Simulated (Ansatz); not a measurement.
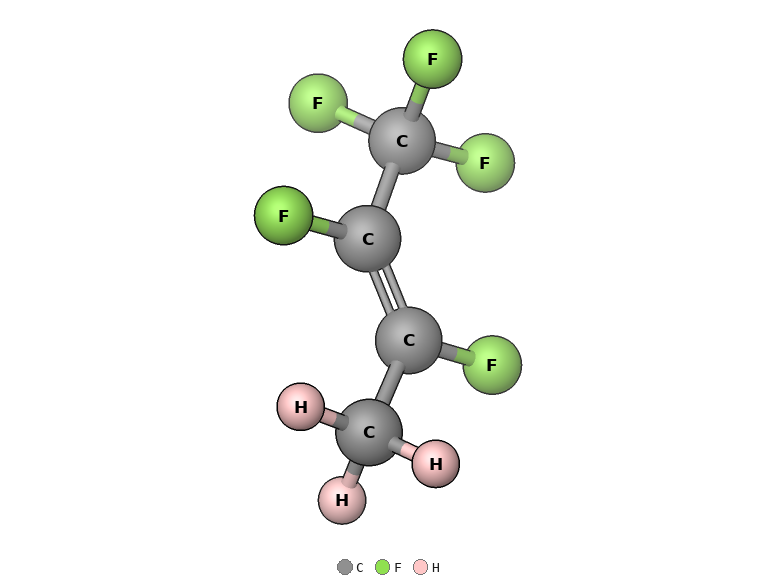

Orthographic view. Depth is shown by fading: the farther an atom, the more it takes the colour of the background. The computed structure is the end point of a PBE-D4/def2-SVP optimisation. No frequency run is at hand to confirm it as a minimum.

### Write the InChI string.

InChI=1S/C4H3F5/c1-2(5)3(6)4(7,8)9/h1H3/b3-2+
